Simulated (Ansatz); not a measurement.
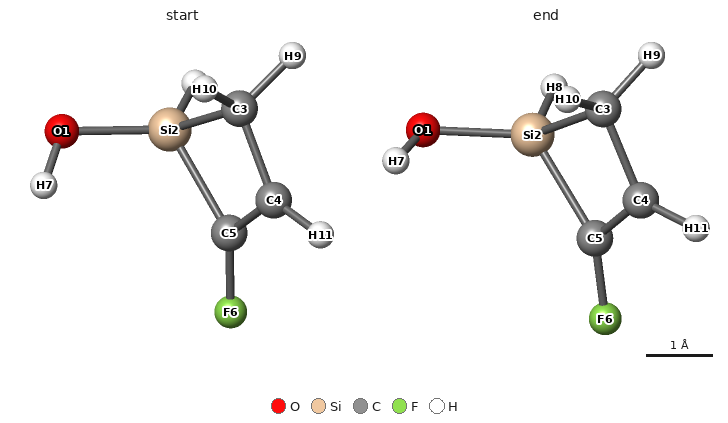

The structure of C₃H₅FOSi (coarse preliminary run) before (left) and after (right) a relaxation, at one scale.

The picture is a ball-and-stick view, seen at a tilt.

The start comes from a force field.

These are results of RKS PBE-D4/def2-SVP in Ansatz 0.2.0, not measurements.

Input
```yaml
crystal:
  periodic: [false, false, false]
  atoms:
    - {symbol: O, position_ang: [-0.324500, -2.024100, -1.058800]}
    - {symbol: Si, position_ang: [-0.494300, -0.936000, 0.205200]}
    - {symbol: C, position_ang: [1.005000, 0.085000, 0.604500]}
    - {symbol: C, position_ang: [0.385500, 1.345500, 0.083000]}
    - {symbol: C, position_ang: [-0.890500, 0.819800, -0.282500]}
    - {symbol: F, position_ang: [-1.991200, 1.410500, -0.799000]}
    - {symbol: H, position_ang: [-0.305400, -1.562100, -1.943200]}
    - {symbol: H, position_ang: [-1.203400, -1.463200, 1.355700]}
    - {symbol: H, position_ang: [1.288200, 0.115500, 1.726900]}
    - {symbol: H, position_ang: [1.934400, -0.214200, 0.086200]}
    - {symbol: H, position_ang: [0.661600, 2.366200, 0.042500]}
basis:
  gaussian: {orbitals: def2-SVP}
hamiltonian: {xc: pbe, dispersion: d4}
relax: {f_tol: 0.03, max_steps: 200}
```

Launched with:
```bash
ansatz run in.yaml --threads 4 --pin off --events-out ev --progress --plain --max-ram 10444MiB
```

### Describe what moved and what it gained.

H7 moves most after the best rigid fit: 0.42 Å. Largest moves by element: H 0.42 Å, F 0.23 Å, O 0.21 Å, C 0.14 Å, Si 0.08 Å. Near-neighbour distances that change, for instance: C4–C5 1.428 → 1.361 Å, Si2–C3 1.857 → 1.922 Å, C4–H11 1.058 → 1.106 Å, Si2–H8 1.451 → 1.498 Å. Bond angles that change, for instance: O1–Si2–H8 114.3° → 103.2°, C3–C4–H11 135.8° → 126.1°, C3–C4–C5 98.6° → 106.4°. Groups turn about O1–Si2 by about 30°. The energy falls by 11.9 kcal/mol in 8 accepted moves (9 points after the start). The largest force component goes from 4.4 to 0.012 eV/Å. The line search rejected the trial step at point 8 of the run.
